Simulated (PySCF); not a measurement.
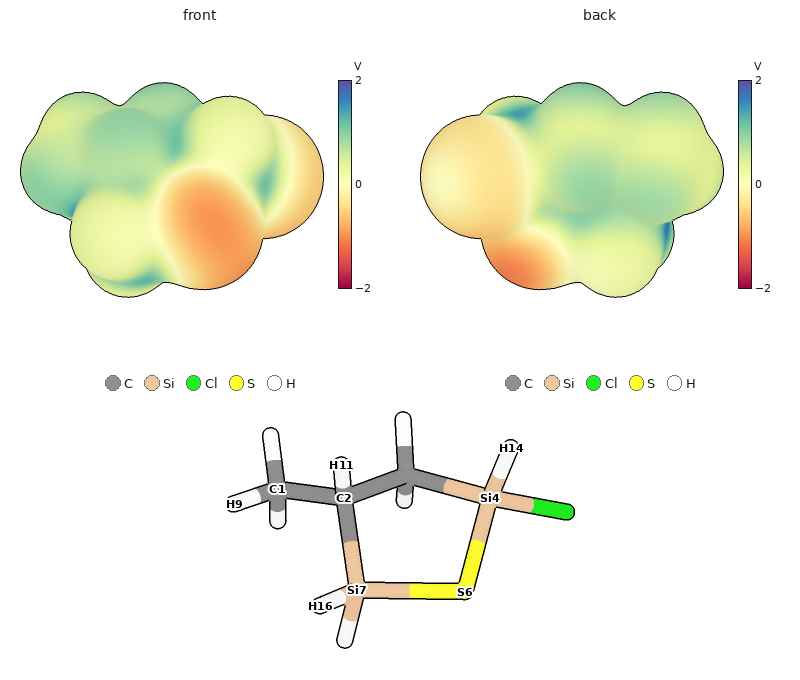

*C₃H₉ClSSi₂. The electrostatic potential painted on the density surface at 0.002 e/bohr³, seen from the front and from behind; the colour scale runs from red (negative) to blue (positive). The bare structure is drawn below in the same view.*

Geometry: GFN2-xTB.

The calculation used PBE0/pcSseg-1, SCF density, gas phase, non-relativistic in PySCF 2.14.0.

The calculation's input:

```
{"job": {"kind": "nmr", "xc": "PBE0", "basis": "pcSseg-1"}, "charge": 0, "multiplicity": 1}
C     -1.256202     1.528641    -0.519922
C     -0.336867     0.580385     0.242455
C      0.917433     0.249024    -0.575032
Si     1.940993    -1.118632     0.265075
Cl     2.996341    -2.180027    -1.077364
S      0.439946    -2.334564     1.227090
Si    -1.214454    -1.035363     0.760913
H     -1.601117     1.068650    -1.443794
H     -2.127490     1.782868     0.079371
H     -0.735232     2.450967    -0.773961
H     -0.011921     1.090893     1.157422
H      1.515817     1.150345    -0.722464
H      0.613949    -0.083337    -1.572247
H      2.829025    -0.624153     1.307893
H     -1.971124    -1.623946    -0.339852
H     -2.006697    -0.892808     1.973006
```

Launched as:

```sh
OMP_NUM_THREADS=1 python probes_run.py task.json out
```

Describe the electrostatic potential map.

Answer. The most negative region (about −1.0 V) lies over S6, the most positive (about +1.5 V) over Si4 and Si7.
